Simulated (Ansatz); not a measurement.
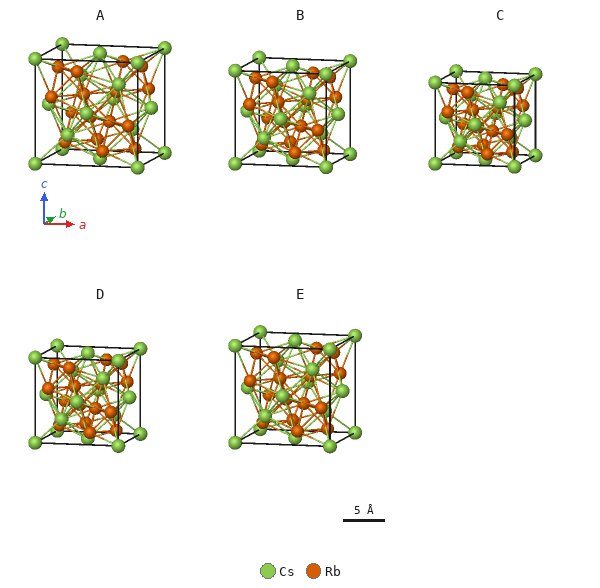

5 geometries from one relaxation of solid CsRb$_{2}$ (built on the cubic Laves (C15)_227 type) (coarse preliminary run), in shuffled order. The picture is a ball-and-stick view of the conventional cell (4 times the calculation's cell), seen slightly off an axis. Lengths and directions refer to the drawn axes.

Case: cubic Laves (C15) type (Fd-3m, No. 227).

These are results of DFT PBE, scalar-relativistic, plane waves, PAW in Ansatz 0.2.0, not measurements. Settings: plane-wave cutoff 420 eV; k-point mesh 4 × 4 × 4; occupations gaussian; smearing width 0.1 eV; no spin polarisation; cell and atoms relaxed; force threshold 0.04 eV/Å; at most 70 steps.

Question: Order the frames from highest to lowest energy.

Answer: C, D, B, E, A. They are steps 0, 1, 3, 4, 7, at +5.104 eV per cell of the calculation, +3.365 eV per cell of the calculation, +1.156 eV per cell of the calculation, +0.563 eV per cell of the calculation relative to the last. The atoms keep their places relative to the cell (all moves are under 0.005 Å). The volume changes by +115.6 %, with a = b = c 10.096 → 13.042 Å (+29.2 %). Among the contacts that change: Cs–Cs 4.372 → 5.647 Å, Cs–Rb 4.186 → 5.407 Å, Rb–Rb 3.570 → 4.611 Å. The space group stays Fd-3m (No. 227). Over 6 accepted moves (7 points after the start) the energy falls by 5.104 eV per cell of the calculation. All forces vanish by symmetry, so only the cell relaxes. The pressure goes from 8.36 to 0.28 GPa. At 1 point the geometry stayed and the basis and grid were re-selected for the new cell (energy shift of 99.8 meV per cell of the calculation at most each time).
